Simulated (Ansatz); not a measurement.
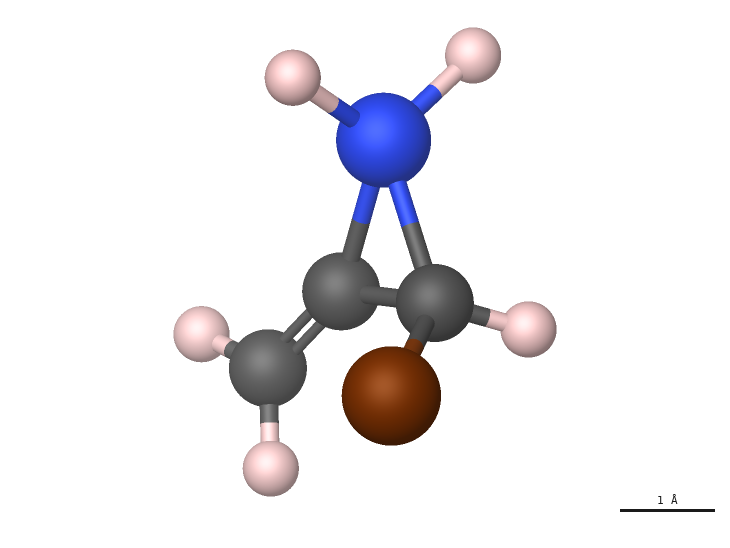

The picture shows a molecular structure as a ball-and-stick model. Multiple sticks mark multiple bonds (one Kekulé form). Colours: carbon dark grey, silicon blue, bromine brown, hydrogen pink.

> Give the formula.

C3H5BrSi, 10 atoms: 3 carbon, 5 hydrogen, 1 bromine and 1 silicon.

> Count the bonded pairs by element.

3 C–H, 2 C–C, 2 C–Si, 2 Si–H, 1 C–Br.

> How many atoms are distinct by symmetry?

10: 1 C, 1 C, 1 Si, 1 C, 1 Br, 1 H, 1 H, 1 H, 1 H, 1 H.

> Does it have rings?

Independent rings (smallest set): 1 of 3 members.

More results for the same structure follow; atom numbers are the same in all pictures, views and colours differ. The computed structure is the end point of a PBE0-D4/def2-TZVP optimisation. No frequency run is at hand to confirm it as a minimum.

**Shape**

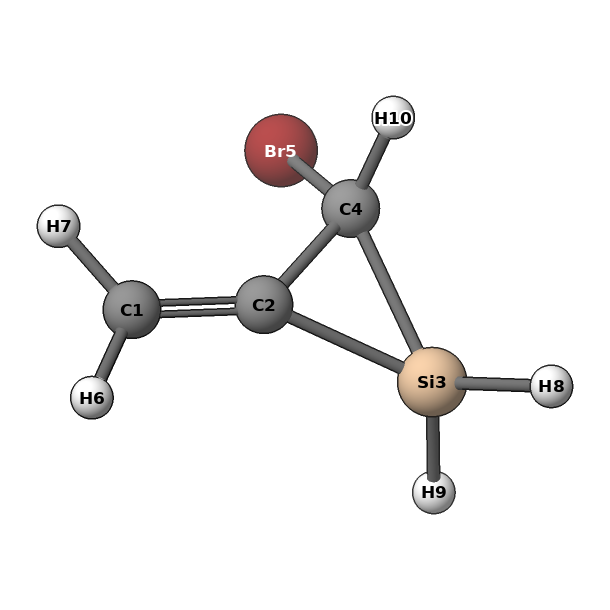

No frequency run is at hand to confirm it as a minimum.

Give the bond lengths.

| bond | length (Å) | order |
| --- | --- | --- |
| C1–C2 | 1.321 | double |
| C1–H6 | 1.084 | single |
| C1–H7 | 1.088 | single |
| C2–Si3 | 1.823 | single |
| C2–C4 | 1.493 | single |
| Si3–C4 | 1.870 | single |
| Si3–H8 | 1.480 | single |
| Si3–H9 | 1.477 | single |
| C4–Br5 | 1.930 | single |
| C4–H10 | 1.088 | single |

**Electronic properties**

No frequency run is at hand to confirm it as a minimum. Level of theory: RKS ωB97X-V/def2-TZVPP (Ansatz 0.2.0).

> What is the LUMO energy (Kohn–Sham orbital)?

0.67 eV.

> Give the HOMO energy (Kohn–Sham orbital) at this level.

−9.39 eV.

**Charges**

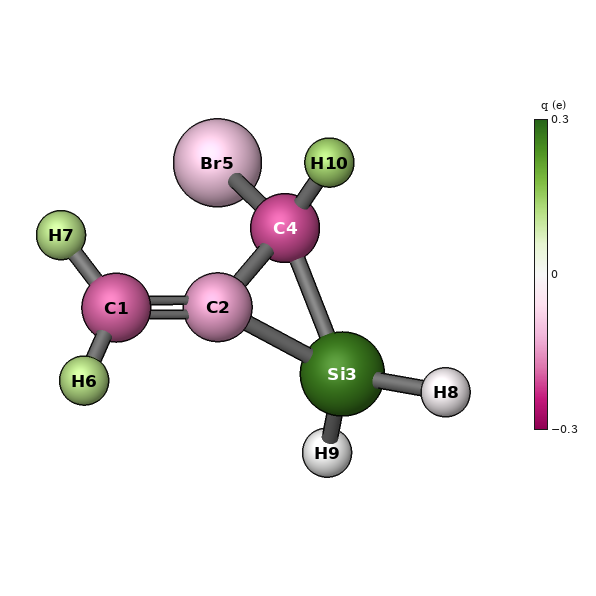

Atoms are coloured by their Mulliken charges. No frequency run is at hand to confirm it as a minimum. Method: RKS ωB97M-V/def2-TZVPP (Ansatz 0.2.0).

Give the Mulliken charges atom by atom.

| atom | value (e) |
| --- | --- |
| C1 | −0.19 |
| C2 | −0.14 |
| Si3 | 0.26 |
| C4 | −0.20 |
| Br5 | −0.09 |
| H6 | 0.12 |
| H7 | 0.12 |
| H8 | −0.01 |
| H9 | 0.00 |
| H10 | 0.14 |

**Dipole moment**

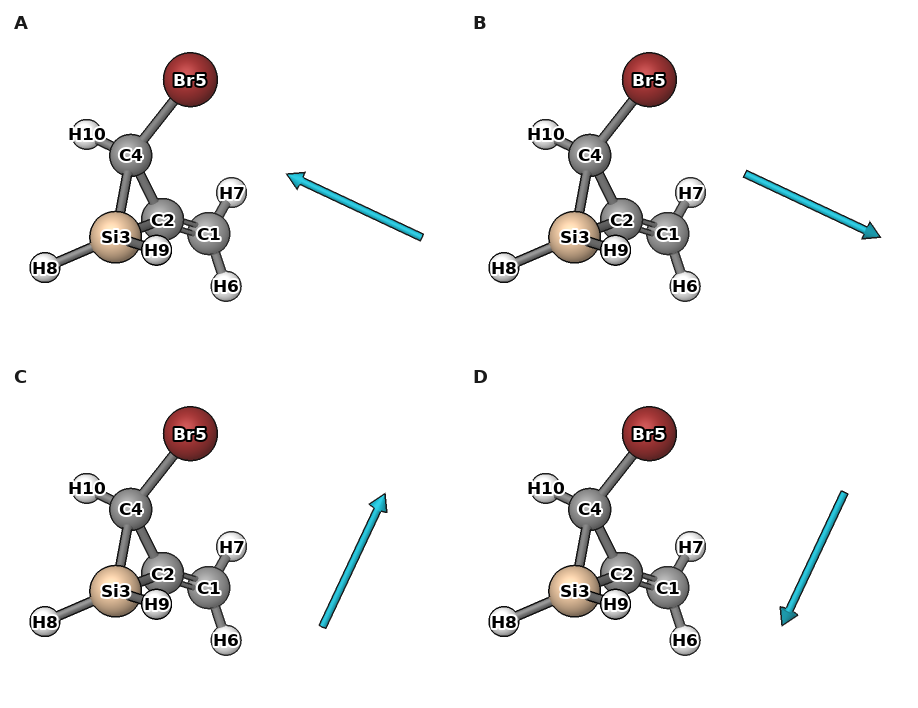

The same molecule four times, each with an arrow. No frequency run is at hand to confirm it as a minimum. Level of theory: RKS PBE0-D4/def2-TZVP (Ansatz 0.2.0).

> Which arrow points along the dipole moment, from the negative to the positive end?

D. The dipole moment is 2.04 D; it points from the side of Br5 to the side of H8 (the outermost atoms at the two ends).

Mulliken values depend strongly on the basis set and can even reverse the polarity of a bond.
